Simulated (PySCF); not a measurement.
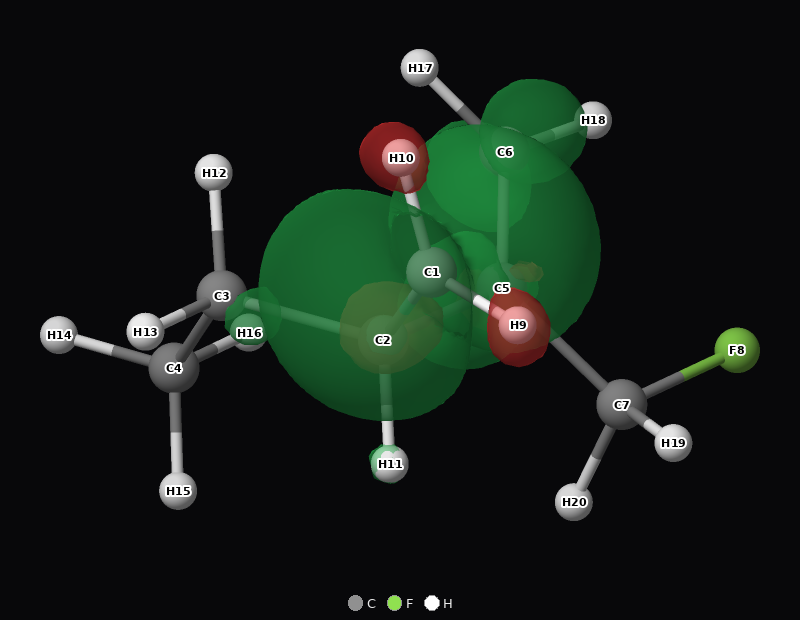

The picture shows: C7H12F (doublet). Isosurfaces of the spin density at +0.02 (green) and −0.02 e/Å³ (red), seen from one side.

Geometry: GFN2-xTB.

Method: UKS B3LYP, pcH-1 on C F H, non-relativistic, mean-field spin-orbit, GIAO in PySCF.

```yaml
atoms:
  - { symbol: C, position_ang: [-0.3306, 1.1864, 1.6906] }
  - { symbol: C, position_ang: [0.0744, 0.7418, 0.3420] }
  - { symbol: C, position_ang: [1.5557, 0.3540, 0.2614] }
  - { symbol: C, position_ang: [1.9531, -0.0890, -1.1407] }
  - { symbol: C, position_ang: [-0.8602, -0.4228, 0.0214] }
  - { symbol: C, position_ang: [-0.7110, -1.6542, 0.4849] }
  - { symbol: C, position_ang: [-2.0275, -0.0234, -0.8363] }
  - { symbol: F, position_ang: [-2.9444, -1.0324, -0.9856] }
  - { symbol: H, position_ang: [-1.1675, 1.8449, 1.8195] }
  - { symbol: H, position_ang: [0.0552, 0.6820, 2.5549] }
  - { symbol: H, position_ang: [-0.1194, 1.5365, -0.3882] }
  - { symbol: H, position_ang: [1.7650, -0.4436, 0.9740] }
  - { symbol: H, position_ang: [2.1503, 1.2219, 0.5539] }
  - { symbol: H, position_ang: [3.0079, -0.3515, -1.1703] }
  - { symbol: H, position_ang: [1.7796, 0.7102, -1.8588] }
  - { symbol: H, position_ang: [1.3735, -0.9577, -1.4448] }
  - { symbol: H, position_ang: [0.1155, -1.9373, 1.1106] }
  - { symbol: H, position_ang: [-1.4214, -2.4276, 0.2488] }
  - { symbol: H, position_ang: [-2.5625, 0.8259, -0.3942] }
  - { symbol: H, position_ang: [-1.6907, 0.2465, -1.8460] }
```

### Which atoms carry the spin?

The unpaired spin (1 electron) lies mostly on C1 (about 0.7), in electrons by Hirshfeld's partition.
